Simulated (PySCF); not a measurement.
C$_{4}$H$_{3}$F$_{5}$O

The calculation's input:

```
{"job": {"kind": "nmr", "xc": "PBE0", "basis": "pcSseg-1", "pop": false}, "charge": 0, "multiplicity": 1}
F     -1.179700     1.639800     0.996500
C     -1.443900     0.734300     0.072200
C     -1.818600    -0.616300     0.594400
C     -0.494900    -0.453600    -0.115800
F     -0.335500    -0.937700    -1.419800
O      0.718000    -0.607900     0.573400
C      1.849500     0.011400     0.021400
F      2.320200    -0.673600    -0.952100
F      2.789200     0.106200     1.020100
F      1.526200     1.228800    -0.421200
H     -1.854200     1.224200    -0.786100
H     -2.657900    -1.188500     0.062600
H     -1.723100    -0.787800     1.673900
```

Command:

```sh
OMP_NUM_THREADS=1 python probes_run.py task.json out
```

Geometry: GFN2-xTB, MD frame at 250 fs, 200 K.

Level of theory: PySCF 2.14.0, PBE0/pcSseg-1, SCF density, gas phase, non-relativistic.

What can the converged electron density and electron localisation function tell about the bonding?

Answer. C–F (1.28 Å): the density is about 2.8 e/Å³ at the midpoint; the ELF peaks at about 0.85 between the atoms (a shared but strongly polarised pair).
C–F (1.37 Å): ρ at the midpoint is about 2.2 e/Å³, with its minimum of 1.8 e/Å³ about 0.5 Å from C; the ELF peaks at about 0.85 between the atoms (a shared but strongly polarised pair).

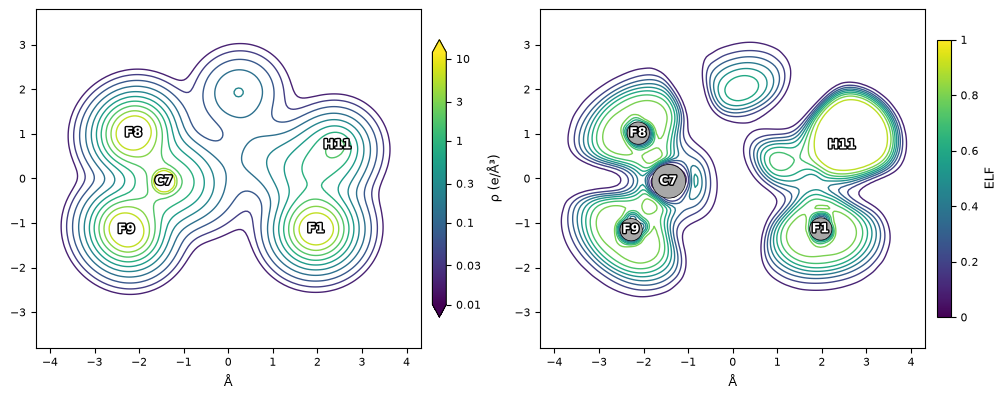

Computed electron density and electron localisation function on the plane of atoms F8, C7 and F9, in this order. Grey discs cover the atomic cores in the ELF map. 
